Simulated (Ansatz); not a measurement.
## Electronic structure of H4NSi···Cl···H···H in real space

```tsv
atom	x (Å)	y (Å)	z (Å)
Si	-0.3752	-0.2006	-0.1210
Cl	0.2419	-2.1507	-1.6021
H	-0.9620	0.3253	-1.3583
H	-0.8109	-1.2604	0.7948
N	-0.3236	1.1783	0.8882
H	1.1816	-0.9130	-0.7505
H	1.3609	-0.2158	-0.2472
H	-0.1062	1.1257	1.8703
H	-0.2064	2.1111	0.5260
```

A transition-state structure; geometry: PBE0-D4/def2-TZVP.

The calculation used RKS PBE0-D4/def2-TZVPP in Ansatz 0.2.0.

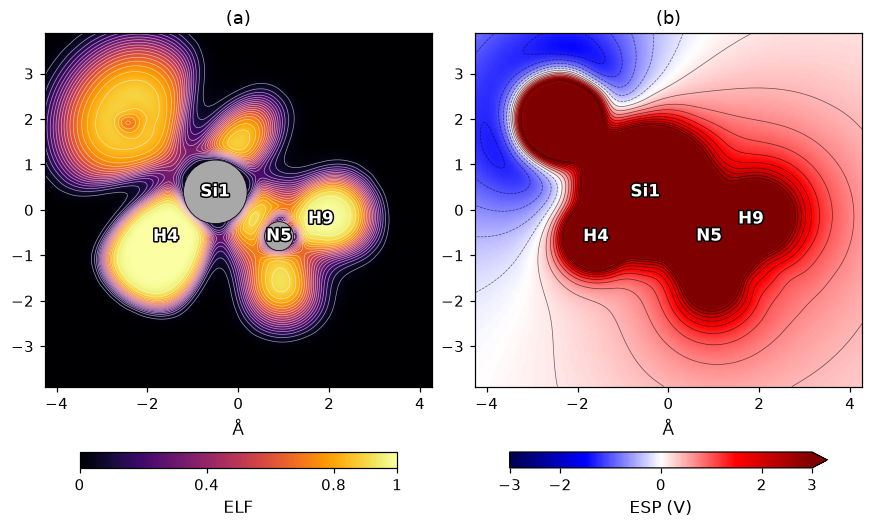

Figure 1. (a) ELF; (b) electrostatic potential on the plane of atoms H4, Si1 and N5. Grey discs cover the atomic cores in the ELF map.

Describe what can be read from this map.

Answer.
- The plane passes through Si, H and N nuclei.
- Si–N (1.71 Å): the ELF peaks at about 0.90 between the atoms: a shared but strongly polarised pair.
- N–H (1.01 Å): the ELF climbs to about 1 towards the hydrogen, as it does in any bond to H (a covalent bond by its length).
- Si–H (1.47 Å): the ELF climbs to about 1 towards the hydrogen.
- Outside the dense part of the complex the potential is most negative (−1.5 V) near Cl2, which lies off the plane.

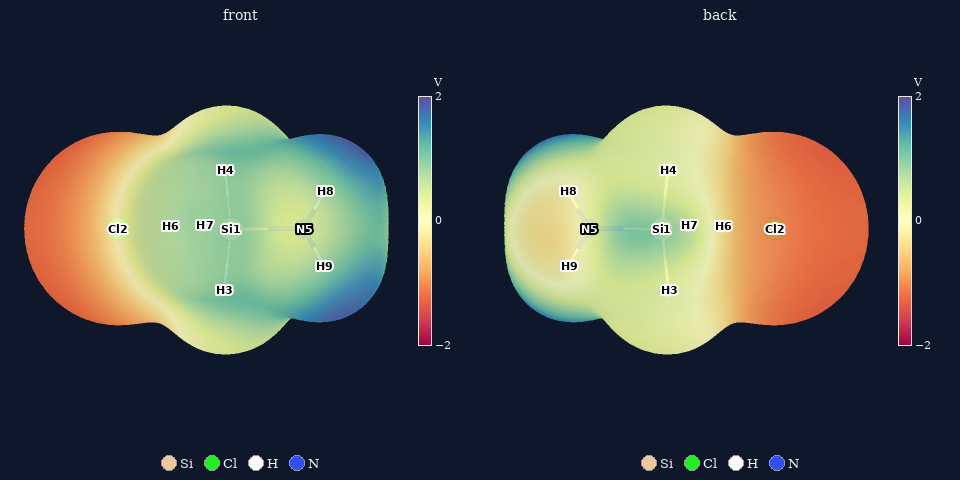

Figure 2. The electrostatic potential painted on the density surface at 0.001 e/bohr³, seen from the front and from behind; red is negative and blue positive.

Which sites attract a positive test charge, and which a negative one?

Answer. A positive charge is drawn to the negative regions and a negative charge to the positive ones. The most negative region (about −1.2 V, or −28 kcal/mol for a unit charge) lies over Cl2, the most positive (about +1.8 V, or +42 kcal/mol for a unit charge) over H8 and H9.

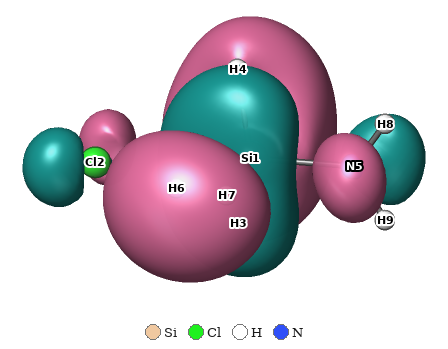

Figure 3. The LUMO at ±0.08 Å⁻³ᐟ² (teal and pink are the two phases), seen at a tilt.

What is the character of this orbital?

Answer. It lies mainly on Si1 (about 50 %), H6 (about 10 %), H7 (about 10 %), N5 (about 5 %) and Cl2 (about 5 %). Its energy is −0.45 eV.
